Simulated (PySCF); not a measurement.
Input file:

```
{"job": {"kind": "nmr", "xc": "PBE0", "basis": "pcSseg-1"}, "charge": 0, "multiplicity": 1}
C      2.633094     1.095525    -0.001519
C      2.837289    -0.400798     0.160048
C      1.678129    -1.105698     0.863744
N      0.388040    -0.911883     0.237868
C      0.257111    -1.434808    -1.100070
Si    -1.040759    -0.536687     1.148073
N     -2.065738     0.489843     0.201545
C     -1.562067     1.709429    -0.375924
C     -3.494954     0.343548     0.130406
H      3.507148     1.575237    -0.467164
H      1.757546     1.308454    -0.633225
H      2.460869     1.583080     0.971796
H      3.752166    -0.600544     0.743126
H      3.012525    -0.862500    -0.826863
H      1.613279    -0.730556     1.899181
H      1.918713    -2.187036     0.941117
H      0.488890    -2.517610    -1.154669
H      0.921124    -0.918803    -1.816974
H     -0.773752    -1.289257    -1.456720
H     -0.514340     0.049633     2.424207
H     -1.926095    -1.701074     1.486129
H     -0.463730     1.730581    -0.322221
H     -1.843641     1.795444    -1.442991
H     -1.945815     2.613443     0.138408
H     -4.033503     1.138014     0.685231
H     -3.849863     0.383054    -0.917684
H     -3.805587    -0.624167     0.551222
```

Launched as:

```sh
OMP_NUM_THREADS=1 python probes_run.py task.json out
```

Geometry: PBE0-D3(BJ)/def2-SVP.

The calculation used PBE0/pcSseg-1, SCF density, gas phase, non-relativistic (PySCF 2.14.0).

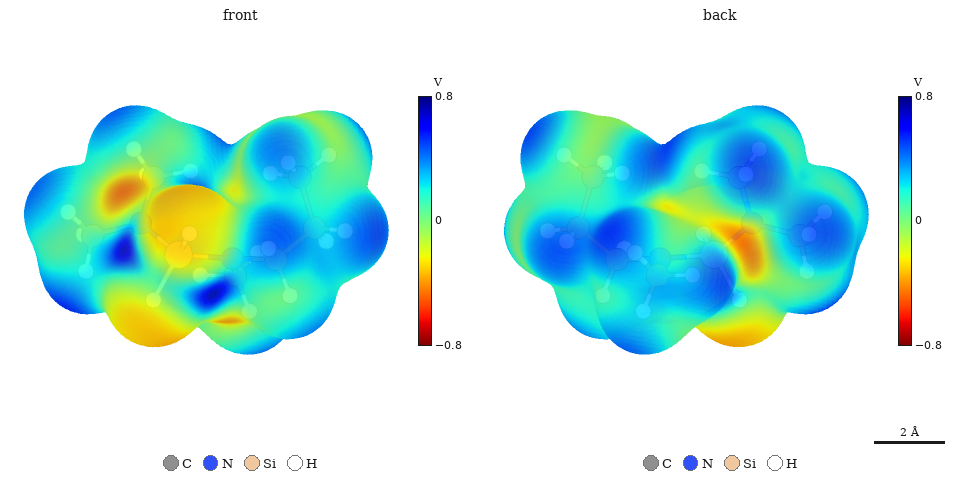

C6H18N2Si (SMILES CCCN(C)[SiH2]N(C)C). The electrostatic potential painted on the density surface at 0.002 e/bohr³, seen from the front and from behind; the colour scale runs from red (negative) to blue (positive).

Q: Which sites attract a positive test charge, and which a negative one?

A: A positive charge is drawn to the negative regions and a negative charge to the positive ones. The most negative region (about −0.4 V) lies over N7 and C9, the most positive (about +0.6 V) over Si6 and H27.

Q: What dipole moment does the calculation give?

A: Its dipole moment is 0.82 D.
